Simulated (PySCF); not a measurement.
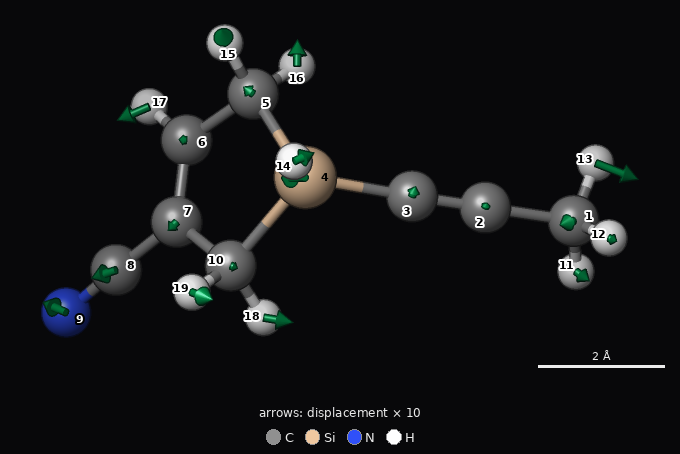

A relaxation of C₈H₉NSi. The starting structure is drawn; green arrows show the displacements, 10 times their true length. The two geometries are superimposed by the best rigid fit.

Style: ball-and-stick. Shown face on.

The start comes from GFN2-xTB. Its atoms were then displaced at random by about 0.01 Å.

Level of theory: PBE0-D3(BJ)/def2-SVP geometry optimisation, gas phase (PySCF 2.14.0, density-fitted response routines). 

**What did the optimiser do to the structure, and how much energy did it gain?**

H13 moves most after the best rigid fit: 0.075 Å. By element the largest moves are H 0.075 Å, Si 0.069 Å, N 0.057 Å, C 0.050 Å. Near-neighbour distances that change, for instance: Si4–C10 1.949 → 1.903 Å, Si4–C5 1.941 → 1.903 Å, Si4–H14 1.456 → 1.492 Å, C7–C8 1.398 → 1.431 Å. Among the angles between lasting bonds that change: C3–Si4–H14 114.7° → 109.4°, C2–C1–H13 106.8° → 111.0°, H11–C1–H13 112.1° → 107.9°. After 6 geometry steps the energy has fallen by 0.235 eV.
